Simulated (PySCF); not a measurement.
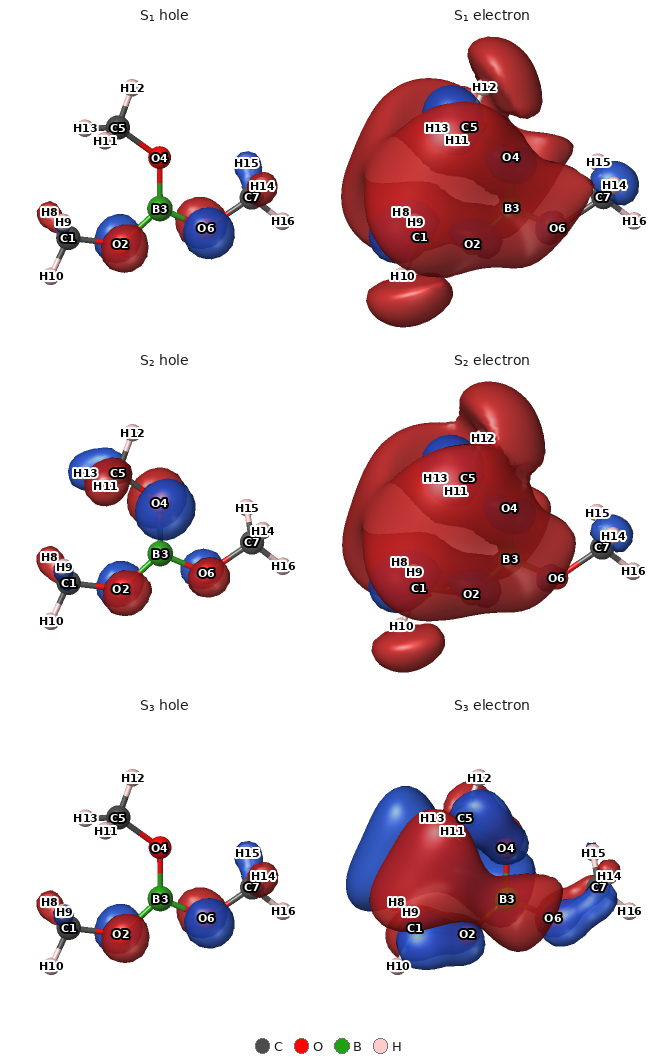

Figure. C3H9BO3, SMILES `COB(OC)OC`. Leading natural transition orbitals (full linear response singlet states).

Level of theory: B3LYP/def2-SVP (PySCF), at a geometry from GFN2-xTB. No frequency check shows the geometry to be a minimum. Without diffuse functions Rydberg states are missing, so the states' numbers hold for this basis only.

The calculation's input:

```python
import numpy as np
from pyscf import gto, scf, dft, tdscf
from pyscf.scf import atom_ks, atom_hf
from scipy.linalg import block_diag

def solve(mol, dm0=None, hcore=None):
    mf = (dft.UKS if mol.spin else dft.RKS)(mol, xc='b3lyp')
    mf.grids.level = 3
    mf = mf.density_fit(auxbasis='def2-universal-jkfit')
    mf.conv_tol, mf.max_cycle = 1e-8, 80
    if hcore is not None:
        mf.get_hcore = lambda *args: hcore
    mf.kernel(dm0)
    if not mf.converged:
        mf = mf.newton().run(mf.mo_coeff, mf.mo_occ, max_cycle=30)
    assert mf.converged, 'SCF not converged'
    return mf

mol = gto.M(atom='''
C     -2.21874    -0.98305    -0.00326
O     -0.82986    -1.20302     0.00772
B      0.17406    -0.28622     0.00035
O      0.13543     1.08260    -0.00475
C     -0.98340     1.93431     0.00218
O      1.40983    -0.85956    -0.00319
C      2.58419    -0.07850     0.00082
H     -2.54753    -0.56699    -0.96034
H     -2.53591    -0.32007     0.80571
H     -2.68846    -1.95859     0.13504
H     -1.51572     1.88038     0.95601
H     -0.60390     2.94941    -0.13160
H     -1.67577     1.70440    -0.81091
H      2.65790     0.50594     0.92133
H      2.59928     0.60956    -0.84771
H      3.42425    -0.76970    -0.06602
''', basis='def2-svp', charge=0, spin=0, verbose=4)
mf = solve(mol)
td = mf.TDDFT()
td.nstates, td.singlet, td.conv_tol = 6, True, 1e-5
td.kernel()
td.analyze()
x, y = np.array([p[0] for p in td.xy]), np.array([p[1] + 0 * p[0] for p in td.xy])
f, mu = td.oscillator_strength(), td.transition_dipole()
nto = [td.get_nto(state=i + 1, verbose=4) for i in range(len(td.e))]
# spherically averaged free atoms, for the promolecule
atm = atom_ks.get_atm_nrks(mol, xc='b3lyp')
pro = block_diag(*[(atm[a[0]][2] * atm[a[0]][3]) @ atm[a[0]][2].T for a in mol._atom])
np.savez('result.npz', e=td.e, f=f, ok=td.converged, w=[n[0] for n in nto], nto=[n[1] for n in nto], x=x, y=y, c=mf.mo_coeff, occ=mf.mo_occ, eps=mf.mo_energy, pro=pro, mu=mu)
```

Command:

```sh
OMP_NUM_THREADS=1 python input.py
```

The run took 8.8 min on 1 thread of Intel(R) Xeon(R) Platinum 8488C (Sapphire Rapids), on a shared host, peak memory 0.91 GiB.

Describe these excited states.

By state:
- S₁: 7.57 eV (164 nm), f = 0.002 (very weak), charge transfer, whose energy this functional puts too low; the leading pair carries 100 %; hole on O6 (39 %), O2 (29 %) and C7 (7 %), electron on B3 (13 %), C1 and C5 (11 % each) and H8, H9, H11 and H13 (10 % each); their centroids lie 2.2 Å apart.
- S₂: 7.89 eV (157 nm), f = 0.001 (very weak); the leading pair carries 98 %; hole on O4 (42 %), O2 (14 %) and O6 (10 %), electron on C5 (13 %), H11 (12 %) and B3 (12 %); their centroids lie 1.1 Å apart.
- S₃: 8.08 eV (153 nm), f = 0.187 (bright); the leading pair carries 97 %; hole on O6 (34 %), O2 (31 %) and C7 (7 %), electron on B3 (25 %), H8 and H11 (8 % each) and C1 and C5 (8 % each); their centroids lie 1.5 Å apart; S₄ lies within 0.1 eV of it.
